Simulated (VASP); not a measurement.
## LaRu2: accuracy against cost in the SCF threshold and smearing

A convergence test on LaRu2: the SCF threshold and smearing. The series runs use r2SCAN. The SCF threshold tried: EDIFF = 0.01; EDIFF = 0.001; EDIFF = 1E-04; EDIFF = 1E-05; EDIFF = 1E-06; EDIFF = 1E-08. The smearing tried: ISMEAR = -1, SIGMA = 0.01; ISMEAR = -1, SIGMA = 0.05; ISMEAR = -1, SIGMA = 0.1; ISMEAR = -1, SIGMA = 0.2; ISMEAR = -1, SIGMA = 0.5; ISMEAR = 1, SIGMA = 0.01; ISMEAR = 1, SIGMA = 0.05; ISMEAR = 1, SIGMA = 0.1; ISMEAR = 1, SIGMA = 0.2; ISMEAR = 1, SIGMA = 0.5; ISMEAR = -5. The start is a cell from a database of measured crystal structures.

Calculated with VASP 6.6.1; r2SCAN; plane waves and PAW (La, Ru_pv).

### 1. Starting point

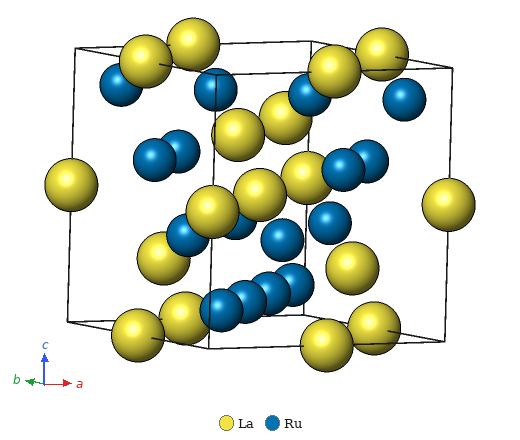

Start, viewed slightly off an axis; lanthanum yellow, ruthenium blue. This picture shows the conventional cell, with its axes. Some periodic images of atoms are drawn too.

As a file:

```cif
data_structure
_symmetry_space_group_name_H-M 'P 1'
_symmetry_Int_Tables_number 1
_cell_length_a 5.4518
_cell_length_b 5.4518
_cell_length_c 5.4518
_cell_angle_alpha 60.000
_cell_angle_beta 60.000
_cell_angle_gamma 60.000
_cell_volume 114.58
loop_
_atom_site_label
_atom_site_type_symbol
_atom_site_fract_x
_atom_site_fract_y
_atom_site_fract_z
_atom_site_occupancy
La1 La 0.00000 0.00000 0.00000 1
La2 La 0.25000 0.25000 0.25000 1
Ru3 Ru 0.62500 0.62500 0.62500 1
Ru4 Ru 0.12500 0.62500 0.62500 1
Ru5 Ru 0.62500 0.62500 0.12500 1
Ru6 Ru 0.62500 0.12500 0.62500 1
```

### 2. SCF threshold: EDIFF = 0.01

EDIFF stops the electronic loop; forces need it tighter than energies do. r2SCAN adds the kinetic-energy density, costs more than a GGA and is run with LASPH.

INCAR

```
SYSTEM = LaRu2
PREC = Accurate
ENCUT = 400
EDIFF = 0.01
NELM = 100
ISMEAR = -1
SIGMA = 0.05
LREAL = .FALSE.
ALGO = Normal
METAGGA = R2SCAN
LASPH = .TRUE.
NBANDS = 48
LORBIT = 11
LWAVE = .FALSE.
LCHARG = .FALSE.
KPAR = 4
ISIF = 2
```

POSCAR

```
LaRu2
1.0
    0.0000000000      3.8550000000      3.8550000000
    3.8550000000      0.0000000000      3.8550000000
    3.8550000000      3.8550000000      0.0000000000
La Ru
2 4
Direct
    0.0000000000      0.0000000000      0.0000000000
    0.2500000000      0.2500000000      0.2500000000
    0.6250000000      0.6250000000      0.6250000000
    0.1250000000      0.6250000000      0.6250000000
    0.6250000000      0.6250000000      0.1250000000
    0.6250000000      0.1250000000      0.6250000000
```

KPOINTS

```
Automatic mesh
0
Gamma
5 5 5
0 0 0
```

The projector-augmented-wave data sets are La and Ru_pv (PBE family, release 64).

Started as:

```console
> mpirun -np 4 vasp_std
```

Output:

```text
[banner, memory and clock lines left out]
running    4 mpi-ranks, on    1 nodes
 distrk:  each k-point on    1 cores,    4 groups
 distr:  one band on    1 cores,    1 groups

 POSCAR found type information on POSCAR LaRu
 POSCAR found :  2 types and       6 ions
|                                                                             |
|               ----> ADVICE to this user running VASP <----                  |
|                                                                             |
|     You enforced a specific xc type in the INCAR file but a different       |
|     [... a line on the potential file left out ...]
|     I HOPE YOU KNOW WHAT YOU ARE DOING!                                     |
|                                                                             |

 LDA part: xc-table for (None), standard interpolation
 POSCAR, INCAR and KPOINTS ok, starting setup
 FFT: planning ... GRIDC
 FFT: planning ... GRID_SOFT
 FFT: planning ... GRID
 WAVECAR not read
 entering main loop
       N       E                     dE             d eps       ncg     rms          rms(c)
DAV:   1     0.766642529791E+03    0.76664E+03   -0.33479E+04  1280   0.211E+03
DAV:   2    -0.581929886163E+02   -0.82484E+03   -0.78616E+03  1144   0.505E+02
DAV:   3    -0.174732081394E+03   -0.11654E+03   -0.11101E+03  1504   0.177E+02
DAV:   4    -0.190304551634E+03   -0.15572E+02   -0.14649E+02  1864   0.582E+01
DAV:   5    -0.192128745256E+03   -0.18242E+01   -0.16251E+01  1784   0.161E+01    0.287E+01
DAV:   6    -0.166649348804E+03    0.25479E+02   -0.14082E+02  1512   0.628E+01    0.137E+01
DAV:   7    -0.161935365463E+03    0.47140E+01   -0.23217E+01  1648   0.304E+01    0.497E+00
DAV:   8    -0.161908026182E+03    0.27339E-01   -0.40618E+00  1584   0.991E+00    0.255E+00
DAV:   9    -0.161954883388E+03   -0.46857E-01   -0.38215E-01  1624   0.407E+00    0.132E+00
DAV:  10    -0.161952086441E+03    0.27969E-02   -0.86377E-02  1368   0.186E+00
   1 F= -.16195209E+03 E0= -.16192470E+03  d E =-.547701E-01
```

The job ended after 25 s (4 MPI ranks of AMD EPYC 9R45, shared host; peak memory 0.85 GiB).

The logs omit lines about the potential files and the build; timing stands in the text.

OUTCAR, selected parts (step 2):

```text
ion  position               nearest neighbor table
   1  0.000  0.000  0.000-   3 3.20   5 3.20   6 3.20   3 3.20   4 3.20   5 3.20   3 3.20   4 3.20
                             6 3.20   4 3.20   5 3.20   6 3.20   2 3.34   2 3.34   2 3.34   2 3.34
   2  0.250  0.250  0.250-   4 3.20   5 3.20   6 3.20   3 3.20   4 3.20   6 3.20   3 3.20   4 3.20
                             5 3.20   3 3.20   5 3.20   6 3.20   1 3.34   1 3.34   1 3.34   1 3.34
   3  0.625  0.625  0.625-   4 2.73   5 2.73   6 2.73   5 2.73   6 2.73   4 2.73   1 3.20   2 3.20
                             1 3.20   2 3.20   1 3.20   2 3.20
   4  0.125  0.625  0.625-   3 2.73   5 2.73   6 2.73   3 2.73   5 2.73   6 2.73   2 3.20   1 3.20
                             1 3.20   2 3.20   2 3.20   1 3.20
   5  0.625  0.625  0.125-   3 2.73   3 2.73   4 2.73   6 2.73   6 2.73   4 2.73   1 3.20   2 3.20
                             1 3.20   2 3.20   1 3.20   2 3.20
   6  0.625  0.125  0.625-   3 2.73   5 2.73   3 2.73   4 2.73   5 2.73   4 2.73   2 3.20   1 3.20
                             2 3.20   2 3.20   1 3.20   1 3.20

  LATTYP: Found a face centered cubic cell.
 ALAT       =     7.7100000000

 Subroutine GETGRP returns: Found 48 space group operations
 (whereof 24 operations were pure point group operations)

The static configuration has the point symmetry T_d .
 The point group associated with its full space group is O_h .

 Found     10 irreducible k-points:

   k-points           NKPTS =     10   k-points in BZ     NKDIM =     10   number of bands    NBANDS=     48

   dimension x,y,z NGX =    36 NGY =   36 NGZ =   36
   dimension x,y,z NGXF=    72 NGYF=   72 NGZF=   72

   ENCUT  =  400.0 eV  29.40 Ry    5.42 a.u.   8.89  8.89  8.89*2*pi/ulx,y,z

   NELECT =      78.0000    total number of electrons

 k-points in reciprocal lattice and weights: Automatic mesh
   0.00000000  0.00000000  0.00000000       0.008
   0.20000000  0.00000000  0.00000000       0.064
   0.40000000  0.00000000  0.00000000       0.064
   0.20000000  0.20000000  0.00000000       0.048
   0.40000000  0.20000000  0.00000000       0.192
  -0.40000000  0.20000000  0.00000000       0.192
  -0.20000000  0.20000000  0.00000000       0.096
   0.40000000  0.40000000  0.00000000       0.048
  -0.40000000  0.40000000  0.00000000       0.096
  -0.40000000  0.40000000  0.20000000       0.192

 average (electrostatic) potential at core
       1 -98.0224       2 -98.0224       3 -73.4131       4 -73.4131       5 -73.4131
       6 -73.4131

 E-fermi :  10.7442

 k-point     1 :       0.0000    0.0000    0.0000
  band No.  band energies     occupation
    ...
     34      10.4443      1.99504
     35      10.4443      1.99504
     36      10.7339      1.10210
     37      10.7339      1.10210
     38      10.7339      1.10182
     39      10.8112      0.41489
     40      10.8112      0.41488
     41      12.1672      0.00000
     42      12.1673      0.00000
     43      12.1673      0.00000
    ...

 k-point     2 :       0.2000    0.0000    0.0000
  band No.  band energies     occupation
    ...
     34      10.3247      1.99955
     35      10.3247      1.99955
     36      10.6522      1.72573
     37      10.7210      1.22787
     38      10.7210      1.22776
     39      11.1678      0.00042
     40      11.1678      0.00042
     41      11.3419      0.00001
     42      11.9444      0.00000
     43      11.9445      0.00000
    ...

 k-point     3 :       0.4000    0.0000    0.0000
  band No.  band energies     occupation
    ...
     35       9.6563      2.00000
     36       9.6563      2.00000
     37      10.5304      1.97254
     38      10.6279      1.82183
     39      10.6279      1.82179
     40      11.1346      0.00081
     41      11.1346      0.00081
     42      12.1506      0.00000
     43      12.1506      0.00000
     44      12.3900      0.00000
    ...

  Total       -0.4337156     -0.4337156     -0.4337156      0.0000000     -0.0000000      0.0000000
  in kB       -6.0647444     -6.0647444     -6.0647444      0.0000000     -0.0000000      0.0000000
  external PRESSURE =      -6.0647444 kB  Pullay stress =       0.0000000 kB

  energy-cutoff  :      400.00
  volume of cell :      114.58
      direct lattice vectors                 reciprocal lattice vectors
     0.000000000  3.855000000  3.855000000    -0.129701686  0.129701686  0.129701686
     3.855000000  0.000000000  3.855000000     0.129701686 -0.129701686  0.129701686
     3.855000000  3.855000000  0.000000000     0.129701686  0.129701686 -0.129701686

 POSITION                                       TOTAL-FORCE (eV/Angst)
 -----------------------------------------------------------------------------------
      0.00000      0.00000      0.00000        -0.000000     -0.000000     -0.000000
      1.92750      1.92750      1.92750         0.000000      0.000000      0.000000
      4.81875      4.81875      4.81875        -0.000000     -0.000000      0.000000
      4.81875      2.89125      2.89125        -0.000000     -0.000000      0.000000
      2.89125      2.89125      4.81875        -0.000000     -0.000000      0.000000
      2.89125      4.81875      2.89125        -0.000000     -0.000000      0.000000
 -----------------------------------------------------------------------------------
    total drift:                                0.000000      0.000000      0.000000

  FREE ENERGIE OF THE ION-ELECTRON SYSTEM (eV)
  ---------------------------------------------------
  free  energy   TOTEN  =      -161.9520864405 eV

  energy  without entropy=     -161.8973162986  energy(sigma->0) =     -161.92470137

 total charge
# of ion       s       p       d       f       tot
--------------------------------------------------
    1        2.025   5.629   0.863   0.192   8.710
    2        2.025   5.629   0.863   0.192   8.710
    3        0.419   6.183   6.026   0.000  12.628
    4        0.419   6.183   6.026   0.000  12.628
    5        0.419   6.183   6.026   0.000  12.628
    6        0.419   6.183   6.026   0.000  12.628
--------------------------------------------------
tot          5.728  35.991  25.830   0.385  67.933

[... 3 further parts left out ...]
```

The k-mesh is coarse for a metal. The PAW data sets were made with PBE, which is usual practice but a small mismatch for other functionals.

This step gave:

* SCF cycles: 10
* electrons: 78
* bands: 48
* irreducible k-points: 10
* symmetry operations: 48
* free energy (TOTEN): -161.9521 eV
* energy at zero smearing: -161.9247 eV
* Fermi energy: 10.74 eV
* pressure: -0.6065 GPa
* metallic: yes

The series starts at -26.9875 eV an atom and -0.61 GPa, after 10 cycles in 25 s.

### 3. SCF threshold: EDIFF = 0.001

INCAR: that of step 2 with these lines changed.

```diff
@@ -3,3 +3,3 @@
 ENCUT = 400
-EDIFF = 0.01
+EDIFF = 0.001
 NELM = 100
```

POSCAR is that of step 2.

KPOINTS is that of step 2.

Started as:

```console
> mpirun -np 4 vasp_std
```

Output:

```text
[banner, memory and clock lines left out]
running    4 mpi-ranks, on    1 nodes
[...]
[... a notice as in an earlier step ...]

 LDA part: xc-table for (None), standard interpolation
 POSCAR, INCAR and KPOINTS ok, starting setup
[...]
entering main loop
       N       E                     dE             d eps       ncg     rms          rms(c)
[... 4 cycles as in an earlier step ...]
DAV:   5    -0.192128828167E+03   -0.18243E+01   -0.16252E+01  1800   0.161E+01    0.287E+01
DAV:   6    -0.166649186585E+03    0.25480E+02   -0.14081E+02  1512   0.628E+01    0.137E+01
DAV:   7    -0.161935385583E+03    0.47138E+01   -0.23216E+01  1648   0.304E+01    0.497E+00
DAV:   8    -0.161908036898E+03    0.27349E-01   -0.40616E+00  1584   0.991E+00    0.255E+00
DAV:   9    -0.161954897476E+03   -0.46861E-01   -0.38220E-01  1656   0.407E+00    0.132E+00
DAV:  10    -0.161952365932E+03    0.25315E-02   -0.89249E-02  1624   0.186E+00    0.318E-01
DAV:  11    -0.161953036827E+03   -0.67089E-03   -0.87632E-03  1536   0.628E-01
   1 F= -.16195304E+03 E0= -.16192566E+03  d E =-.547508E-01
```

Elapsed: 32 s, on 4 MPI ranks; peak memory 0.84 GiB.

From OUTCAR (step 3):

```text
  Total       -1.0452861     -1.0452861     -1.0452861      0.0000000      0.0000000      0.0000000
  in kB      -14.6164738    -14.6164738    -14.6164738      0.0000000      0.0000000      0.0000000
  external PRESSURE =     -14.6164738 kB  Pullay stress =       0.0000000 kB

 POSITION                                       TOTAL-FORCE (eV/Angst)
 -----------------------------------------------------------------------------------
      0.00000      0.00000      0.00000         0.000000      0.000000      0.000000
      1.92750      1.92750      1.92750        -0.000000     -0.000000     -0.000000
      4.81875      4.81875      4.81875         0.000000      0.000000     -0.000000
      4.81875      2.89125      2.89125         0.000000      0.000000     -0.000000
      2.89125      2.89125      4.81875         0.000000      0.000000     -0.000000
      2.89125      4.81875      2.89125         0.000000      0.000000     -0.000000
 -----------------------------------------------------------------------------------
    total drift:                                0.000000      0.000000      0.000000

  FREE ENERGIE OF THE ION-ELECTRON SYSTEM (eV)
  ---------------------------------------------------
  free  energy   TOTEN  =      -161.9530368270 eV

  energy  without entropy=     -161.8982860431  energy(sigma->0) =     -161.92566144

[... 2 parts as in an earlier step ...]

[... 1 further part left out ...]
[key lines of the parts left out:]
E-fermi :  10.7470
```

Against the run before the energy moves by -0.16 meV an atom and the pressure by -0.86 GPa, after 11 cycles in 32 s.

### 4. SCF threshold: EDIFF = 1E-04

INCAR: that of step 3 with these lines changed.

```diff
@@ -3,3 +3,3 @@
 ENCUT = 400
-EDIFF = 0.001
+EDIFF = 1E-04
 NELM = 100
```

POSCAR is that of step 3.

KPOINTS is that of step 3.

Started as:

```console
> mpirun -np 4 vasp_std
```

Output:

```text
[... set-up lines as in an earlier step ...]
 entering main loop
       N       E                     dE             d eps       ncg     rms          rms(c)
[... 9 cycles as in an earlier step ...]
DAV:  10    -0.161952366555E+03    0.25309E-02   -0.89255E-02  1640   0.186E+00    0.318E-01
DAV:  11    -0.161953065825E+03   -0.69927E-03   -0.90486E-03  1800   0.626E-01    0.188E-01
DAV:  12    -0.161953320396E+03   -0.25457E-03   -0.14909E-03  1384   0.298E-01    0.538E-02
DAV:  13    -0.161953249755E+03    0.70641E-04   -0.26837E-04   912   0.169E-01
   1 F= -.16195325E+03 E0= -.16192594E+03  d E =-.546112E-01
```

It took 41 s on 4 MPI ranks; peak memory 0.84 GiB; 2.2 min of CPU time.

OUTCAR, selected parts (step 4):

```text
  Total       -1.6509505     -1.6509505     -1.6509505      0.0000000      0.0000000      0.0000000
  in kB      -23.0856174    -23.0856174    -23.0856174      0.0000000      0.0000000      0.0000000
  external PRESSURE =     -23.0856174 kB  Pullay stress =       0.0000000 kB

 POSITION                                       TOTAL-FORCE (eV/Angst)
 -----------------------------------------------------------------------------------
      0.00000      0.00000      0.00000        -0.000000      0.000000     -0.000000
      1.92750      1.92750      1.92750        -0.000000     -0.000000     -0.000000
      4.81875      4.81875      4.81875         0.000000     -0.000000      0.000000
      4.81875      2.89125      2.89125         0.000000     -0.000000      0.000000
      2.89125      2.89125      4.81875         0.000000     -0.000000      0.000000
      2.89125      4.81875      2.89125         0.000000     -0.000000      0.000000
 -----------------------------------------------------------------------------------
    total drift:                                0.000000      0.000000      0.000000

  FREE ENERGIE OF THE ION-ELECTRON SYSTEM (eV)
  ---------------------------------------------------
  free  energy   TOTEN  =      -161.9532497554 eV

  energy  without entropy=     -161.8986385103  energy(sigma->0) =     -161.92594413

[... 2 parts as in an earlier step ...]

[... 1 further part left out ...]
[key lines of the parts left out:]
E-fermi :  10.7510
```

Against the run before the energy moves by -0.05 meV an atom and the pressure by -0.85 GPa, after 13 cycles in 41 s.

### 5. SCF threshold: EDIFF = 1E-05

INCAR: that of step 4 with these lines changed.

```diff
@@ -3,3 +3,3 @@
 ENCUT = 400
-EDIFF = 1E-04
+EDIFF = 1E-05
 NELM = 100
```

POSCAR is that of step 4.

KPOINTS is that of step 4.

Started as:

```console
> mpirun -np 4 vasp_std
```

Output:

```text
[... set-up lines as in an earlier step ...]
 entering main loop
       N       E                     dE             d eps       ncg     rms          rms(c)
[... 10 cycles as in an earlier step ...]
DAV:  11    -0.161953066379E+03   -0.69982E-03   -0.90541E-03  1848   0.626E-01    0.189E-01
DAV:  12    -0.161953323309E+03   -0.25693E-03   -0.15170E-03  1552   0.297E-01    0.538E-02
DAV:  13    -0.161953261822E+03    0.61487E-04   -0.36078E-04  1488   0.151E-01    0.237E-02
DAV:  14    -0.161953262214E+03   -0.39162E-06   -0.22184E-05   928   0.398E-02
   1 F= -.16195326E+03 E0= -.16192595E+03  d E =-.546212E-01
```

Wall time 45 s (4 MPI ranks); peak memory 0.84 GiB.

OUTCAR, selected parts (step 5):

```text
  Total       -1.6655249     -1.6655249     -1.6655249      0.0000000     -0.0000000      0.0000000
  in kB      -23.2894144    -23.2894144    -23.2894144      0.0000000     -0.0000000      0.0000000
  external PRESSURE =     -23.2894144 kB  Pullay stress =       0.0000000 kB

 POSITION                                       TOTAL-FORCE (eV/Angst)
 -----------------------------------------------------------------------------------
      0.00000      0.00000      0.00000         0.000000      0.000000      0.000000
      1.92750      1.92750      1.92750        -0.000000     -0.000000     -0.000000
      4.81875      4.81875      4.81875         0.000000      0.000000      0.000000
      4.81875      2.89125      2.89125         0.000000      0.000000      0.000000
      2.89125      2.89125      4.81875         0.000000      0.000000      0.000000
      2.89125      4.81875      2.89125         0.000000      0.000000      0.000000
 -----------------------------------------------------------------------------------
    total drift:                                0.000000      0.000000      0.000000

  FREE ENERGIE OF THE ION-ELECTRON SYSTEM (eV)
  ---------------------------------------------------
  free  energy   TOTEN  =      -161.9532622137 eV

  energy  without entropy=     -161.8986410400  energy(sigma->0) =     -161.92595163

[... 2 parts as in an earlier step ...]

[... 1 further part left out ...]
[key lines of the parts left out:]
E-fermi :  10.7510
```

Against the run before the energy stays within 0.01 meV an atom; the pressure moves by -0.02 GPa, after 14 cycles in 45 s.

(Part 1 of 3 ends here.)

[Lines on the potential files, build, host, timing and source positions are cut from VASP's logs without a mark.]

[Logs are printed without paths, hosts, clocks, repeated set-up lines and the standing remarks that a program may print on its own settings, such as how far it seeks lower states.]

[Hosts, paths, dates, database ids (printed as entryN), source tags and the programs' standing remarks are cut or masked in the printed files.]

[A measured line is paired with the nearest computed mode of its activity, which favours agreement.]
